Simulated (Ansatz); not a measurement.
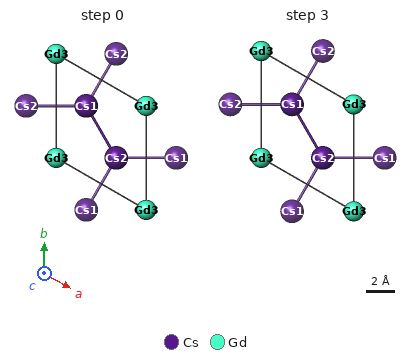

The structure of a crystal of Cs₂Gd (a generated structure, set up in P6/mmm) before (left) and after (right) a relaxation, at one scale.

Style: ball-and-stick. Shown: the cell of the calculation, along the c axis.

Computed with DFT PBE, scalar-relativistic, plane waves, PAW in Ansatz. Settings: plane-wave cutoff 420 eV; k-point mesh 6 × 6 × 12; occupations gaussian; smearing width 0.1 eV; collinear spin; cell and atoms relaxed; force threshold 0.01 eV/Å; at most 80 steps.

Q: Describe what moved and what it gained.

A: No atom moves by more than 0.005 Å relative to the cell. Cell: a = b 7.504 → 7.713 Å (+2.8 %), c 3.996 → 4.066 Å (+1.8 %). Volume +7.5 %. Among the contacts that change: Cs1–Cs2 4.333 → 4.453 Å, Cs1–Cs1 3.996 → 4.066 Å, Gd3–Gd3 3.996 → 4.066 Å. The space group stays P6/mmm (No. 191). After 2 accepted moves (3 points after the start) the energy has fallen by 5.7 meV per atom. All forces vanish by symmetry, so only the cell relaxes. The pressure goes from 0.37 to 0.00 GPa. The SCF was repeated once at an unchanged geometry on a basis and grid sized afresh for the cell, which shifted the energy by 0.2 meV per atom at most. Cost: 3.9 min on 1 thread of Arm Neoverse V1 (shared host), peak memory 0.76 GiB.
